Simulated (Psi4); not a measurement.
# B3LYP/6-31G(d) (spherical functions) run of Si2H6O (disiloxane)

Aim: the vertical singlet–triplet gap of Si2H6O (disiloxane) at B3LYP/6-31G* (spherical functions), from 2 runs. 

The calculation is run with Psi4 1.11.

1 further run of the same task is left out (set aside as unsound or not needed).

## 1. The molecule

The species is Si2H6O (9 atoms), meant as a singlet with charge 0. As SMILES, `[SiH3]O[SiH3]`. The shape is that of a PBE0-D4/def2-TZVP optimisation.

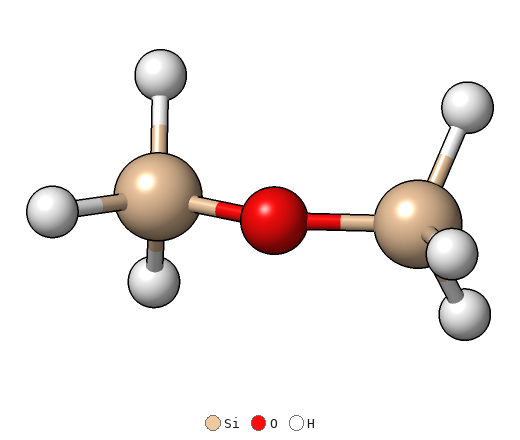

The structure, seen from a chosen angle (silicon light orange, oxygen red, hydrogen white).

## 2. Energy and gradient at B3LYP/6-31G(d) (spherical functions)

Contents of h6osi2.xyz:

```xyz
9
H6OSi2
Si    -0.710290     1.052660    -0.919520
O      0.425550     0.090990    -0.245380
Si     0.775570    -1.038810     0.881750
H     -1.787270     0.226580    -1.525660
H     -0.060640     1.872420    -1.970220
H     -1.306170     1.942760     0.111330
H      2.224270    -1.343130     0.800010
H     -0.009310    -2.275600     0.628780
H      0.448290    -0.527870     2.238910
```

Contents of job.py:

```python
import psi4

psi4.set_memory(2200000000)
psi4.set_num_threads(1)
psi4.set_output_file('output.dat', False)

with open('h6osi2.xyz') as f:
    atoms = ''.join(f.readlines()[2:])
m = psi4.geometry('0 1\n' + atoms + 'symmetry c1\nno_reorient\nno_com')

psi4.set_options({
    'basis': '6-31G*',
    'puream': True,
    'e_convergence': 1e-09,
    'd_convergence': 1e-08,
    'scf_type': 'pk',
    'dft_radial_points': 99,
    'dft_spherical_points': 590,
})

result, w = psi4.gradient('b3lyp', molecule=m, return_wfn=True)
psi4.oeprop(w, 'MAYER_INDICES', 'DIPOLE', 'LOWDIN_CHARGES')
print('gradient / Eh bohr^-1')
print(result.np.round(6))
print(f'energy = {w.energy():.10f} Eh')
for k, v in sorted(psi4.core.scalar_variables().items()):
    print(f'{k:45s} {v:18.10f}')
```

The run is started by

```
$ python job.py
```

output.dat:

```text
[...]
  Running in c1 symmetry.
[...]
  Nuclear repulsion =  159.419028914662164
[...]
  Multiplicity = 1
[...]
  Nalpha       = 21
  Nbeta        = 21
[...]
    Number of basis functions: 62
[...]
   @RKS iter   1:  -657.68774326385801   -3.93484e-01   1.08966e-02 DIIS/ADIIS
[...]
   @RKS iter  10:  -657.87625503344509    0.00000e+00   1.83263e-09 DIIS
[...]
    Orbital Energies [Eh]
    ---------------------
    Doubly Occupied:
       1A    -66.142959     2A    -66.142956     3A    -19.142742
       4A     -5.301553     5A     -5.301531     6A     -3.661251
       7A     -3.661233     8A     -3.658651     9A     -3.658644
      10A     -3.658626    11A     -3.658621    12A     -0.997491
      13A     -0.595584    14A     -0.508357    15A     -0.433934
      16A     -0.410304    17A     -0.409175    18A     -0.350275
      19A     -0.349947    20A     -0.309787    21A     -0.305411
[...]
  @RKS Final Energy:  -657.87625503344509
   => Energetics <=
    Nuclear Repulsion Energy =            159.4190289146621637
    One-Electron Energy =               -1226.8849915031883029
    Two-Electron Energy =                 452.1721876237627384
    DFT Exchange-Correlation Energy =     -42.5824800686817682
    Empirical Dispersion Energy =           0.0000000000000000
    VV10 Nonlocal Energy =                  0.0000000000000000
    Total Energy =                       -657.8762550334450907
[...]
  -Total Gradient:
     Atom            X                  Y                   Z
    ------   -----------------  -----------------  -----------------
       1        0.005999929728    -0.005835192254     0.004417474118
       2       -0.005186695506    -0.001133643042     0.002969184969
       3       -0.002793524479     0.006540064581    -0.006251590738
       4        0.001110193210    -0.000433257412     0.000676478364
       5        0.000580148858    -0.000735069598     0.000604799305
       6        0.000964753137    -0.000964347696     0.000167507707
       7       -0.000474605067     0.000750492548    -0.000673915676
       8       -0.000030636633     0.001175144190    -0.000706450895
       9       -0.000171303475     0.000634891494    -0.001203116003
[...]
 Multipole Moments:
 ------------------------------------------------------------------------------------
     Multipole            Electronic (a.u.)      Nuclear  (a.u.)        Total (a.u.)
 ------------------------------------------------------------------------------------
 L = 1.  Multiply by 2.5417464519 to convert [e a0] to [Debye]
 Dipole X            :         -7.3711144            7.2329078           -0.1382066
 Dipole Y            :         -1.5731269            1.5438684           -0.0292585
 Dipole Z            :          4.2537809           -4.1737814            0.0799995
 Magnitude           :                                                    0.1623485
[...]
```

On the terminal:

```text
gradient / Eh bohr^-1
[[ 6.000e-03 -5.835e-03  4.417e-03]
 [-5.187e-03 -1.134e-03  2.969e-03]
 [-2.794e-03  6.540e-03 -6.252e-03]
 [ 1.110e-03 -4.330e-04  6.760e-04]
 [ 5.800e-04 -7.350e-04  6.050e-04]
 [ 9.650e-04 -9.640e-04  1.680e-04]
 [-4.750e-04  7.500e-04 -6.740e-04]
 [-3.100e-05  1.175e-03 -7.060e-04]
 [-1.710e-04  6.350e-04 -1.203e-03]]
energy = -657.8762550334 Eh
CURRENT ENERGY                                   -657.8762550334
CURRENT REFERENCE ENERGY                         -657.8762550334
DD SOLVATION ENERGY                                 0.0000000000
DFT FUNCTIONAL TOTAL ENERGY                      -657.8762550334
DFT TOTAL ENERGY                                 -657.8762550334
DFT VV10 ENERGY                                     0.0000000000
DFT XC ENERGY                                     -42.5824800687
GRID ELECTRONS ALPHA                               20.9999997310
GRID ELECTRONS BETA                                20.9999997310
GRID ELECTRONS TOTAL                               41.9999994621
NUCLEAR REPULSION ENERGY                          159.4190289147
ONE-ELECTRON ENERGY                             -1226.8849915032
PCM POLARIZATION ENERGY                             0.0000000000
PE ENERGY                                           0.0000000000
SCF ITERATION ENERGY                             -657.8762550334
SCF ITERATIONS                                     10.0000000000
SCF TOTAL ENERGY                                 -657.8762550334
TWO-ELECTRON ENERGY                               452.1721876238
XC GRID RADIAL POINTS                              99.0000000000
XC GRID SPHERICAL POINTS                          590.0000000000
XC GRID TOTAL POINTS                           499365.0000000000
```

It took 34 s on 1 thread of Intel Xeon at 2.50GHz (Skylake/Cascade Lake), shared host; peak memory 1 GiB.

## 3. The triplet

Contents of job.inp:

```
memory 2.2 GB

molecule geom {
  0 3
  Si    -1.34225357     1.98923910    -1.73764097
  O      0.80417295     0.17194618    -0.46370100
  Si     1.46561489    -1.96306640     1.66626601
  H     -3.37745081     0.42817415    -2.88307956
  H     -0.11459299     3.53836099    -3.72317621
  H     -2.46830357     3.67128433     0.21038321
  H      4.20326113    -2.53814785     1.51179980
  H     -0.01759335    -4.30026077     1.18822199
  H      0.84714532    -0.99752973     4.23092672
  units au
  symmetry c1
}

set {
  basis                6-31G*
  reference            uks
  puream               true
  e_convergence        1e-09
  d_convergence        1e-08
  scf_type             pk
  dft_radial_points    99
  dft_spherical_points 590
  maxiter              100
}

result, w = gradient("b3lyp", return_wfn=True)
oeprop(w, "WIBERG_LOWDIN_INDICES", "DIPOLE", "LOWDIN_CHARGES", title="B3LYP")
```

The run is started by

```
$ psi4 job.inp job.out -n 1
```

job.out, shortened:

```text
[...]
  Running in c1 symmetry.
[...]
  Nuclear repulsion =  159.419028903609188
[...]
  Multiplicity = 3
[...]
  Nalpha       = 22
  Nbeta        = 20
[...]
    Number of basis functions: 62
[...]
   @UKS iter   1:  -657.39243057702333   -9.81715e-02   1.11950e-02 ADIIS/DIIS
[...]
   @UKS iter  17:  -657.62131072121042   -2.27374e-12   6.56508e-09 DIIS
[...]
   @S^2 Observed:                2.005872871E+00
[...]
  @UKS Final Energy:  -657.62131072121042
   => Energetics <=
    Nuclear Repulsion Energy =            159.4190289036091883
    One-Electron Energy =               -1225.7186962598989339
    Two-Electron Energy =                 451.1573621345536935
    DFT Exchange-Correlation Energy =     -42.4790054994742761
    Empirical Dispersion Energy =           0.0000000000000000
    VV10 Nonlocal Energy =                  0.0000000000000000
    Total Energy =                       -657.6213107212103068
[...]
  -Total Gradient:
     Atom            X                  Y                   Z
    ------   -----------------  -----------------  -----------------
       1        0.031497976512    -0.045423697251     0.035471703261
       2       -0.025176263064    -0.004495160792     0.015552390081
       3       -0.030711837778     0.042115490525    -0.039965105226
       4        0.005179343988     0.004593838003    -0.001786764025
       5       -0.000136874904     0.002584450711    -0.002009141086
       6        0.004223818626     0.000832407448    -0.005290440214
       7        0.002654512544    -0.001338981771     0.001378013633
       8        0.006731105499     0.002416663133     0.000100549430
       9        0.005735513535    -0.001286097983    -0.003450237106
[...]
 Multipole Moments:
 ------------------------------------------------------------------------------------
     Multipole            Electronic (a.u.)      Nuclear  (a.u.)        Total (a.u.)
 ------------------------------------------------------------------------------------
 L = 1.  Multiply by 2.5417464519 to convert [e a0] to [Debye]
 Dipole X            :          0.7427709           -1.0486308           -0.3058599
 Dipole Y            :          0.1342262           -0.2239048           -0.0896785
 Dipole Z            :         -0.4568123            0.6050292            0.1482169
 Magnitude           :                                                    0.3515121
[...]
```

Run time: 69 s. Hardware: 1 thread of Intel Xeon at 2.50GHz (Skylake/Cascade Lake), shared host; peak memory 1 GiB.

## 4. Summary of results

Level: B3LYP/6-31G* (spherical functions).

```
                                        quantity          value
                           singlet: total energy  -657.87626 Eh
                          singlet: dipole moment         0.41 D
                            singlet: HOMO energy       -8.31 eV
                            singlet: LUMO energy        0.04 eV
                          singlet: HOMO–LUMO gap        8.35 eV
               singlet: largest force on an atom     0.487 eV/Å
                           triplet: total energy  -657.62131 Eh
                          triplet: dipole moment         0.89 D
     triplet: HOMO energy (highest over α and β)       -1.81 eV
                                   triplet: ⟨S²⟩          2.006
               triplet: largest force on an atom     3.378 eV/Å
vertical energy of the triplet above the singlet       6.937 eV
```

What this shows: At this shape the triplet lies 6.94 eV (160 kcal/mol) above the singlet. The largest force (singlet) is 0.49 eV/Å: the shape isn't a stationary point for this species at this level.
